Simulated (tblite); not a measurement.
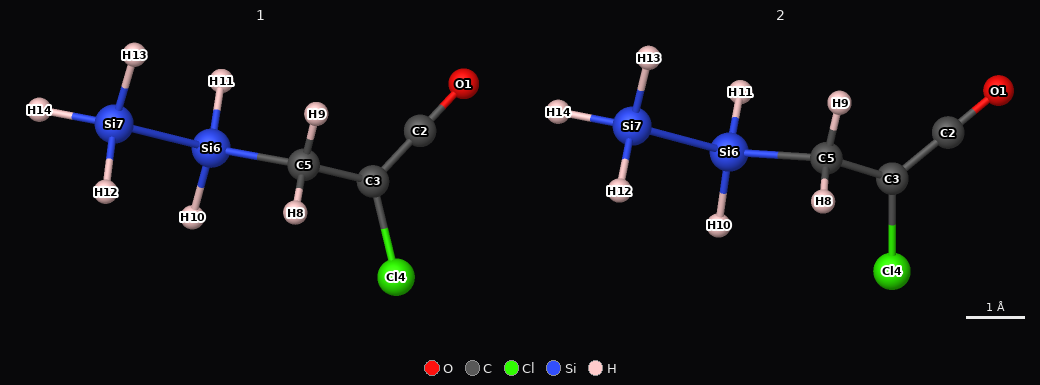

Two geometries of C3H7ClOSi2, drawn at one scale. One is the start of a relaxation, the other its converged end. Style: ball-and-stick. Shown at a tilt.

Theory: tblite 0.8.0, GFN2-xTB geometry optimisation, gas phase. 

### Which one is relaxed?

Structure 2 is the relaxed one. The largest move after the best rigid fit is that of Cl4, 0.63 Å. By element the largest moves are Cl 0.63 Å, O 0.38 Å, H 0.25 Å, C 0.18 Å, Si 0.08 Å. Near-neighbour distances that change, for instance: C5–Si6 1.879 → 1.924 Å, Si7–H13 1.499 → 1.466 Å, C3–Cl4 1.723 → 1.753 Å, Si7–H14 1.482 → 1.464 Å. Among the angles between lasting bonds that change: Si7–Si6–H11 110.6° → 115.0°, C5–Si6–H11 109.3° → 105.3°, Si7–Si6–H10 110.6° → 113.7°. Groups turn about C3–C5 by about 25°. Over 92 geometry steps the energy falls by 14.3 kJ/mol.
